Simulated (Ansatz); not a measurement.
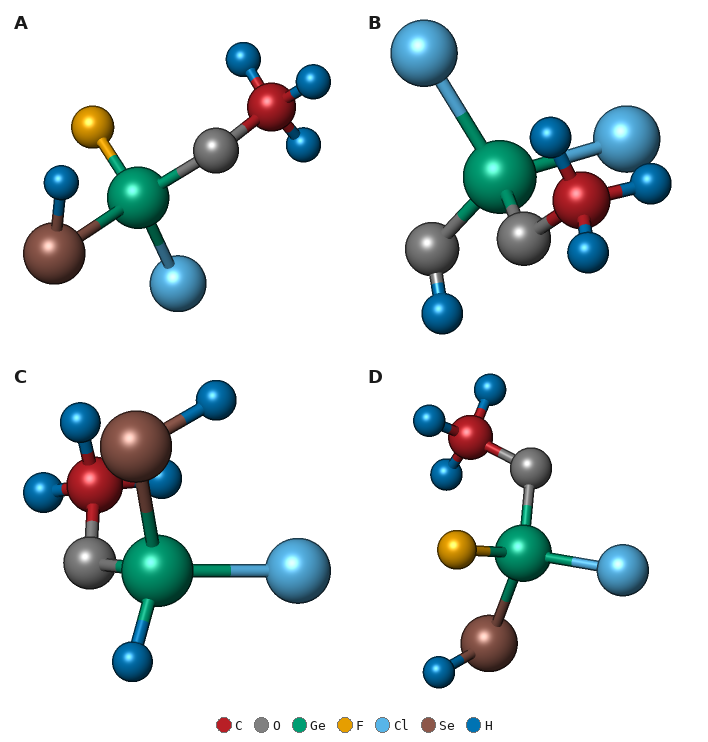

Figure made from data computed with Ansatz.

### Which panel belongs to which SMILES?
(1) C[O][Ge@]([F])([Cl])[SeH]
(2) C[O][Ge@@]([F])([Cl])[SeH]
(3) C[O][Ge]([OH])([Cl])[Cl]
(4) C[O][Ge@@H]([Cl])[SeH]

A is (2), B is (3), C is (4), D is (1).
